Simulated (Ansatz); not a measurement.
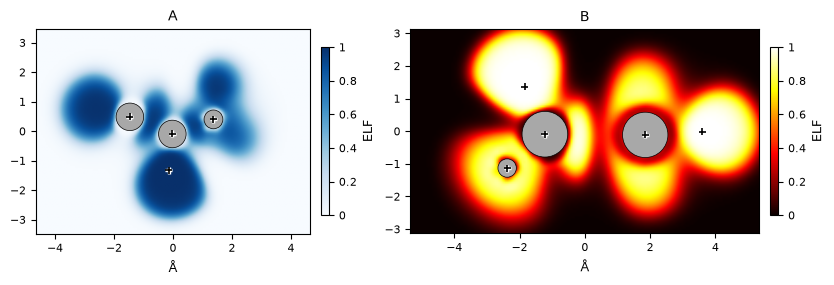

The ELF of 2 systems, each on a plane through atoms (crosses mark nuclei in the plane; grey discs cover the cores).

Level of theory: RKS PBE0-D4/def2-TZVPPD (Ansatz 0.2.0).

System 1: B₂H₄N (charge −1), the plane of atoms B1, B2 and H6. Geometry: PBE0-D4/def2-TZVPD; the highest occupied orbital lies above zero, a sign that basis and functional describe the outermost electron poorly.

```yaml
atoms:
  - { symbol: B, position_ang: [-1.0349, 0.0943, -0.5507] }
  - { symbol: B, position_ang: [0.2303, -0.2335, 0.2862] }
  - { symbol: N, position_ang: [1.2585, -1.2972, 0.3706] }
  - { symbol: H, position_ang: [-2.2024, 0.2747, -0.7505] }
  - { symbol: H, position_ang: [1.2855, -1.9348, -0.4107] }
  - { symbol: H, position_ang: [0.4160, 0.7367, 1.0236] }
  - { symbol: H, position_ang: [2.1976, -0.9812, 0.5627] }
```

System 2: H₂IOSi (charge −1), the molecular plane. Geometry: PBE0-D4/def2-TZVPD; core potentials replace the inner electrons of I.

```yaml
atoms:
  - { symbol: O, position_ang: [-0.3008, -1.5161, -0.4119] }
  - { symbol: Si, position_ang: [0.3563, -0.1734, 0.0068] }
  - { symbol: I, position_ang: [-0.5529, 2.6435, 0.8342] }
  - { symbol: H, position_ang: [-0.9734, 4.2715, 1.3152] }
  - { symbol: H, position_ang: [1.9274, -0.3418, -0.0079] }
```

Which map belongs to which system?

Panel A is system 1, B₂H₄N: the plane holds B, N and H. B–N (1.48 Å): the ELF peaks at about 0.95 between the atoms, as expected for a polar covalent bond. Panel B is system 2, H₂IOSi: the plane holds O, Si, I and H. Si–O (1.55 Å): the ELF peaks at about 0.85 between the atoms: a polar covalent bond.
